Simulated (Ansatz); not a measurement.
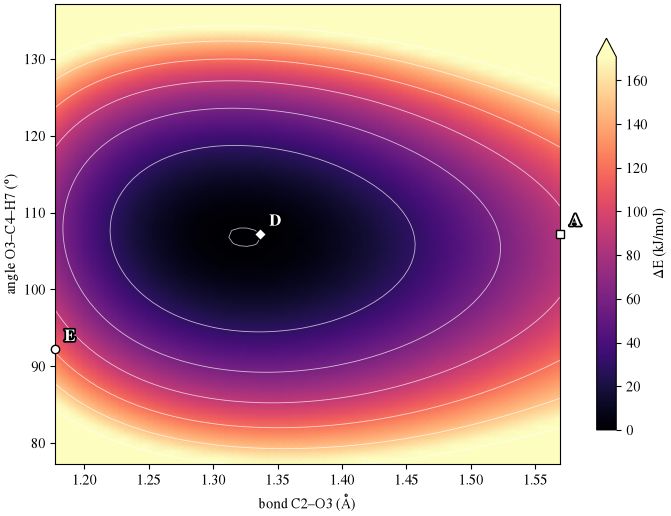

C3H2O2, SMILES C#COC=O. Two internal coordinates are moved rigidly from the geometry relaxed at PBE0-D4/def2-TZVP, all others fixed. The first coordinate is: bond C2–O3; the second: angle O3–C4–H7. The scan uses a 5 × 5 grid. Energies are in kJ/mol, from the lowest grid point. Theory: RHF-CCSD(T), frozen core/def2-TZVPP in Ansatz.

In the figure: a smooth colour map with a few white contour lines, one colour for all values above the top of the scale, lettered points. Between grid points the surface is interpolated.

> Is E the lowest point of the computed grid?

No. E lies 118 kJ/mol above the lowest grid point, which is at bond C2–O3 = 1.336 Å, angle O3–C4–H7 = 107.2°.

> Rank the lettered points by energy, lowest first.

D (0 kJ/mol), A (84 kJ/mol), E (118 kJ/mol).
